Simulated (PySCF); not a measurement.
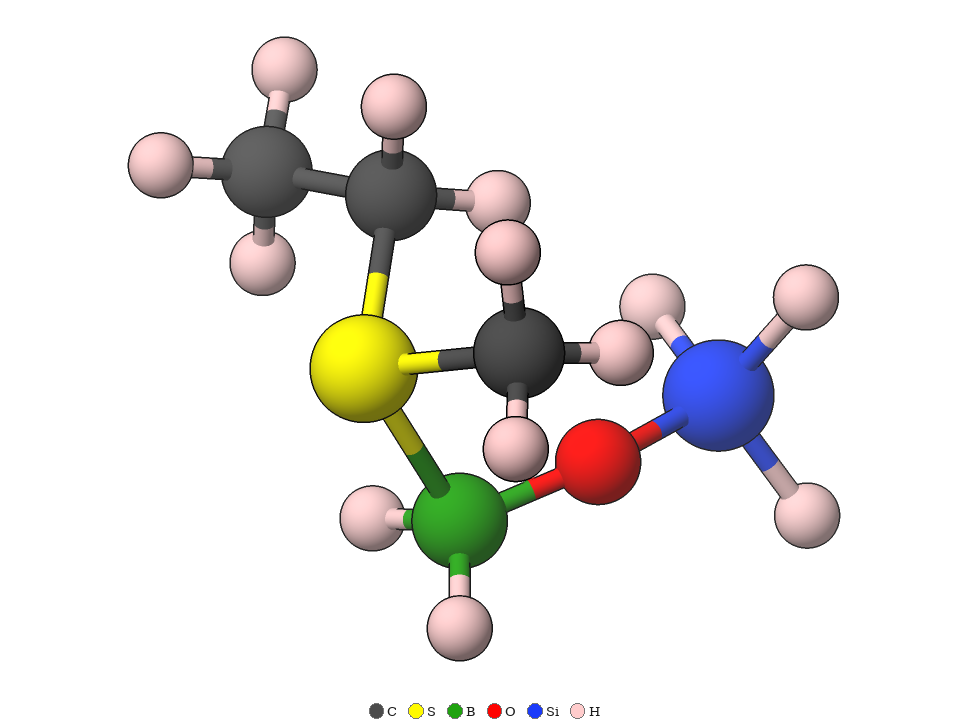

Every bond is drawn as one stick, whatever its order.

The geometry was computed by an optimisation with GFN2-xTB. No frequency run is at hand to confirm it as a minimum.

Question: What is the molecular formula?

Answer: C3H13BOSSi, 20 atoms: 3 carbon, 13 hydrogen, 1 boron, 1 oxygen, 1 sulfur and 1 silicon.

Question: Write the SMILES.

Answer: CC[S@+](C)[BH2-]O[SiH3]

Question: How many bonds of each kind are drawn?

Answer: 8 C–H, 3 Si–H, 2 C–S, 2 B–H, 1 C–C, 1 B–S, 1 B–O, 1 O–Si.

More results for the same structure follow; atom numbers are the same in all pictures, views and colours differ.

**Shape**

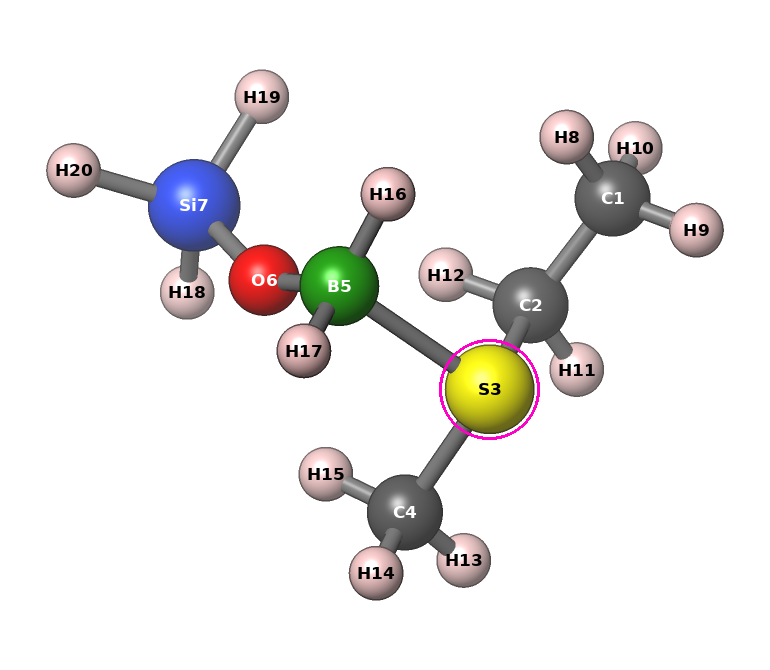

Depth is shown by fading: the farther an atom, the more it takes the colour of the background. Circles mark the stereogenic atoms. No frequency run is at hand to confirm it as a minimum.

Question: What are the Cahn–Ingold–Prelog descriptors?

Answer: S3: S.

**Excitation**

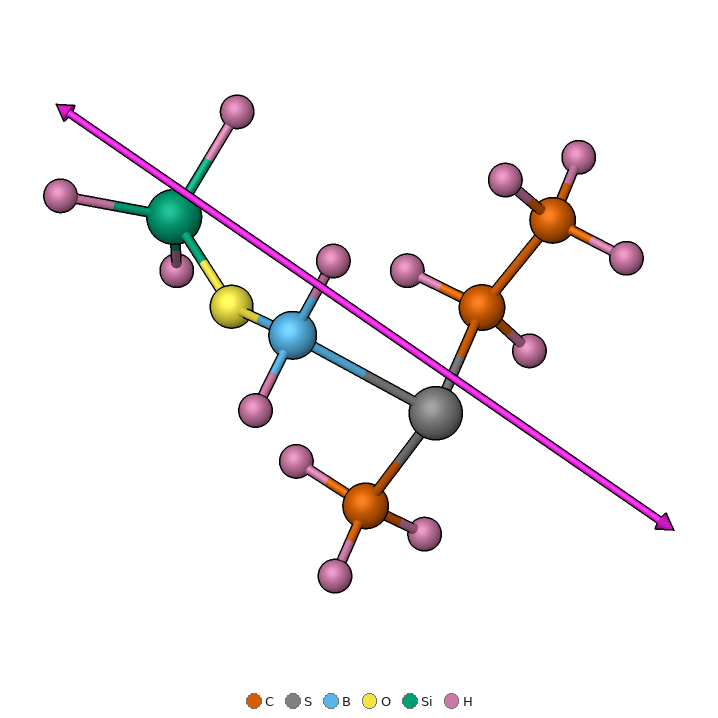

The double arrow shows the direction of the transition dipole to excited singlet state 5 (its length means nothing). No frequency run is at hand to confirm it as a minimum. Level of theory: TDDFT PBE0/def2-SVPD, vertical, gas phase, core orbitals frozen in the response (PySCF 2.14.0).

Question: Where does the transition lie, and how strong is it?

Answer: 6.97 eV (178 nm), oscillator strength 0.052, mainly HOMO → LUMO+2 (weight 0.68); transition dipole 1.40 D.

**NMR shielding**

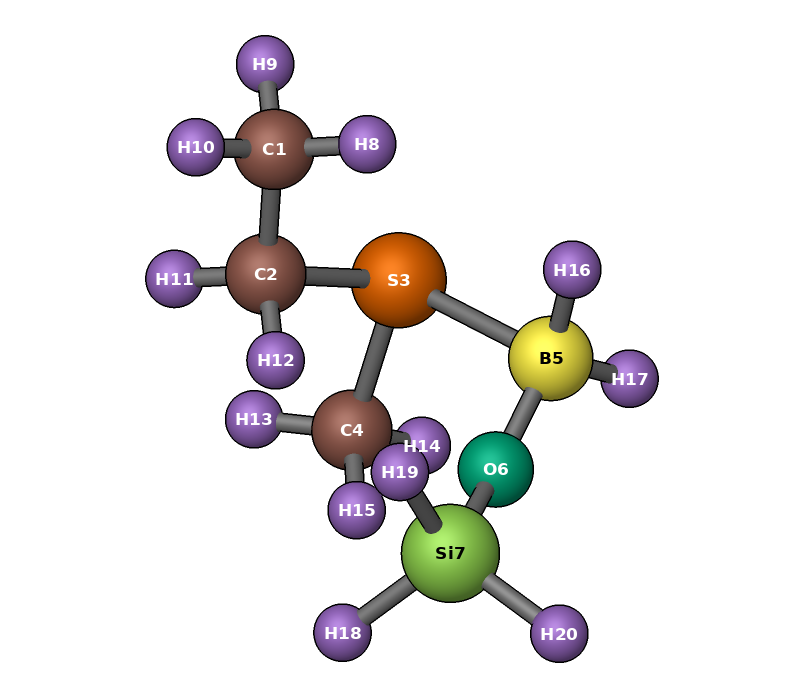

No frequency run is at hand to confirm it as a minimum. Level of theory: GIAO PBE0/pcSseg-1 NMR shielding, non-relativistic, gas phase (PySCF 2.14.0). Principal shieldings σ11 ≤ σ22 ≤ σ33, span Ω = σ33 − σ11, skew κ = 3(σiso − σ22)/Ω.

Give the shielding tensors of the O atoms.

```
atom    σ11    σ22    σ33   σiso      Ω      κ
  O6  209.4  326.6  405.9  314.0  196.5  −0.19
```

Shieldings and span in ppm.

**Quadrupole coupling**

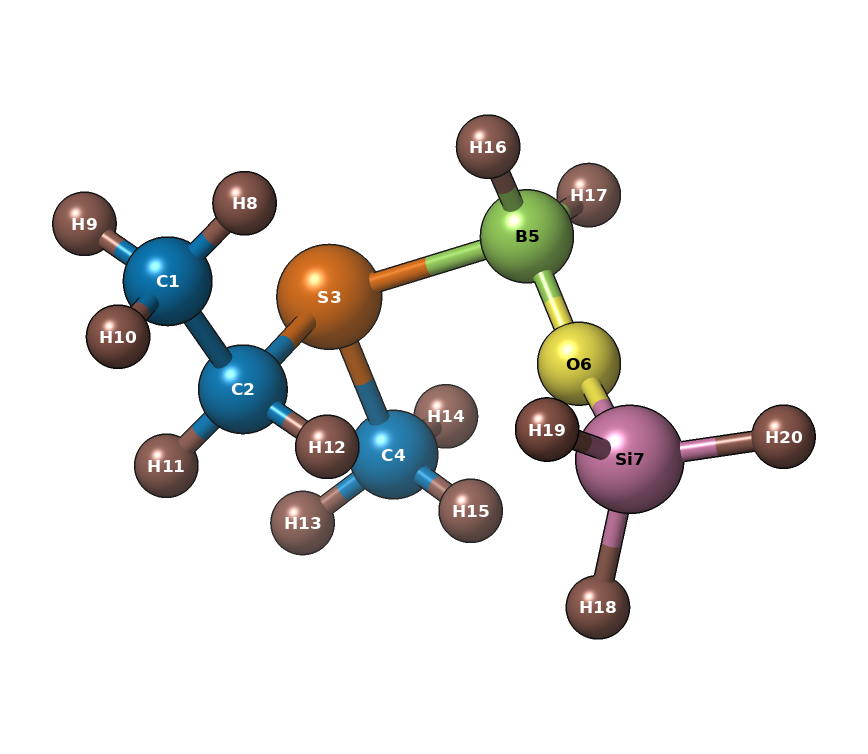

No frequency run is at hand to confirm it as a minimum. Electric field gradients from the ground-state density, PBE0/pcSseg-1 (PySCF 2.14.0), non-relativistic apart from any core potentials.

Give the largest field-gradient component, the quadrupole coupling constant and the asymmetry for 33S at S3 (Q = −67.81 mb), 11B at B5 (Q = 40.59 mb), 17O at O6 (Q = −25.6 mb), 2H at H8 (Q = 2.86 mb), 2H at H9 (Q = 2.86 mb), 2H at H10 (Q = 2.86 mb), 2H at H11 (Q = 2.86 mb).

| atom | V_zz (a.u.) | e²qQ/h (MHz) | η |
| --- | --- | --- | --- |
| S3 | −2.262 | 36.0 | 0.67 |
| B5 | 0.305 | 2.91 | 0.62 |
| O6 | 1.150 | −6.92 | 0.20 |
| H8 | 0.309 | 0.208 | 0.03 |
| H9 | 0.312 | 0.210 | 0.03 |
| H10 | 0.314 | 0.211 | 0.03 |
| H11 | 0.305 | 0.205 | 0.05 |

**Charges**

The questions are on ESP-fitted charges. No frequency run is at hand to confirm it as a minimum. Level of theory: PBE0/pcSseg-1, gas phase (PySCF 2.14.0).

List the ESP-fitted charges.

```tsv
atom	value (e)
C1	−0.49
C2	0.09
S3	−0.01
C4	−0.56
B5	0.17
O6	−0.36
Si7	0.55
H8	0.17
H9	0.13
H10	0.14
H11	0.10
H12	0.06
H13	0.19
H14	0.25
H15	0.19
H16	−0.13
H17	−0.11
H18	−0.15
H19	−0.13
H20	−0.12
```

The geometry is semi-empirical. Around B, Si such bond lengths and angles can be off by a tenth of an ångström or more and by several degrees, and values that hang on the shape move with them.
